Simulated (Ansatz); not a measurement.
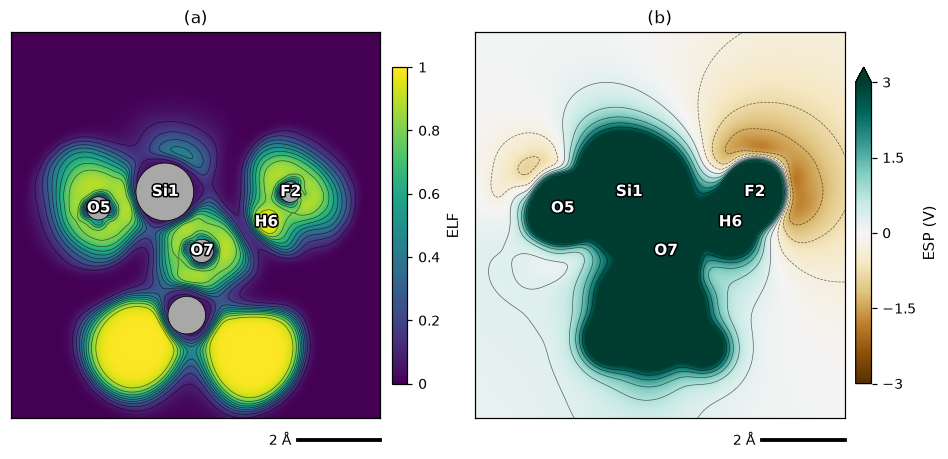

Figure. H6O2Si2···HF. (a) electron localisation function; (b) molecular electrostatic potential on the plane of atoms O5, Si1 and O7. Grey discs cover the atomic cores in the ELF map.

Method: RKS PBE0-D4/def2-SVP (Ansatz).

Input file:

```
crystal:
  periodic: [false, false, false]
  atoms:
    - { symbol: Si, position_ang: [-1.130537, 0.55457, -0.273262] }
    - { symbol: F, position_ang: [-1.570109, -2.23196, -1.234923] }
    - { symbol: H, position_ang: [-1.157327, 0.654146, -1.747557] }
    - { symbol: H, position_ang: [-2.35094, -0.020496, 0.345052] }
    - { symbol: O, position_ang: [-0.817758, 2.09402, 0.261058] }
    - { symbol: H, position_ang: [-0.830911, -2.277829, -0.704748] }
    - { symbol: O, position_ang: [0.171447, -0.470876, 0.215927] }
    - { symbol: Si, position_ang: [1.801678, -0.194808, 0.435178] }
    - { symbol: H, position_ang: [-1.002132, 2.278952, 1.186543] }
    - { symbol: H, position_ang: [2.044137, 0.531901, 1.717588] }
    - { symbol: H, position_ang: [2.476914, -1.522542, 0.493372] }
    - { symbol: H, position_ang: [2.365538, 0.605023, -0.694229] }
basis:
  gaussian: { orbitals: def2-SVP }
hamiltonian:
  xc: pbe0
  dispersion: d4
relax:
  f_tol: 0.03
  max_steps: 50
output:
  orbitals: {}
```

Run with:

```sh
ansatz run input.yaml --threads 2 --pin off --max-ram 3072MiB --backend cpu --events-out ev --progress --plain --runs-dir out
```

The fields are those of the run's last geometry, not of the input's.

### What does the map show?

The plane passes through Si, F, O and H nuclei.
O7···H6 (1.71 Å): the ELF dips to about 0.15 between them: by its geometry a hydrogen bond between the two molecules, with no shared pair.
Si–O (1.66 Å): the ELF peaks at about 0.85 between the atoms; a polar covalent bond.
F–H (0.94 Å): the ELF climbs to about 1 towards the hydrogen, as it does in any bond to H; an ordinary covalent bond to hydrogen.
The ELF also peaks beside F2 and O5, away from the bonds: lone-pair regions.
Outside the dense part of the complex the potential is most negative (−1.9 V) near F2.
